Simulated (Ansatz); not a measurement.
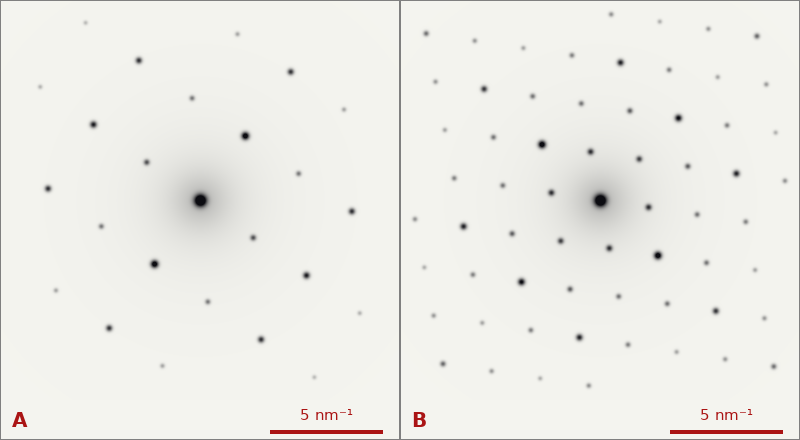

Kinematic electron diffraction patterns (120 kV, B = 0.5 Å², same scale, each along a low-index zone) of two structures of composition K2Ni, each relaxed at zero pressure with DFT PBE, scalar-relativistic, plane waves, PAW in Ansatz. The runs are not spin-polarised.

The structures (standard cells):
1. P6/mmm (No. 191), a = 5.660 Å, c = 3.405 Å (hexagonal axes), 3 atoms; generated start, possibly hypothetical
2. Fm-3m (No. 225), a = 7.835 Å, 12 atoms; generated start, possibly hypothetical

Q: Which pattern belongs to which structure, and along which zone?

A: A is structure 1 along [210] or an equivalent direction: rectangular net of 0 0 1 at d = 3.41 Å and 1 -2 0 at d = 2.83 Å, 90.0° apart. B is structure 2 along [110] or an equivalent direction: centred rectangular net of -1 1 -1 at d = 4.52 Å and -1 1 1 at d = 4.52 Å, 70.5° apart.

Q: Rank the structures by their computed energy.

A: Structure 2 (Fm-3m, 40.07 Å³ an atom) is the lowest of these; structure 1 (P6/mmm, 31.49 Å³ an atom) lies about 93 meV an atom higher. These are static energies at 0 K; other structures, not shown, may lie lower still.
